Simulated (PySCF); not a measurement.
SMILES C=[CH][InH][Cl] (C₂H₄ClIn) at its PBE0/def2-SVP optimised geometry (Å):

```
8

In    -1.3002    -0.5626     0.0000
H     -2.5829    -1.6979    -0.0007
Cl    -2.0387     1.6979     0.0000
C      0.8282    -0.5626     0.0000
C      1.4861     0.6028     0.0052
H      1.3942    -1.5019    -0.0042
H      2.5829     0.6501     0.0053
H      0.9575     1.5635     0.0096
```

Calculation: PBE0/def2-TZVP, def2 effective core potentials past Kr (PySCF). The core electrons that the potentials of In replace are not part of the density. Cells within 0.4 Å of a nucleus heavier than hydrogen are left out (blank, or x).

Map of the log10 of the electron density (e/bohr³), floored at −4 on the plane z = 0.0 Å:

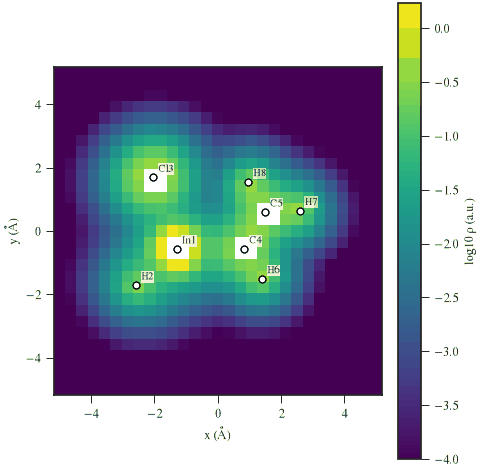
Figure. Log10 of the electron density (e/bohr³), floored at −4 on the plane z = 0.0 Å.
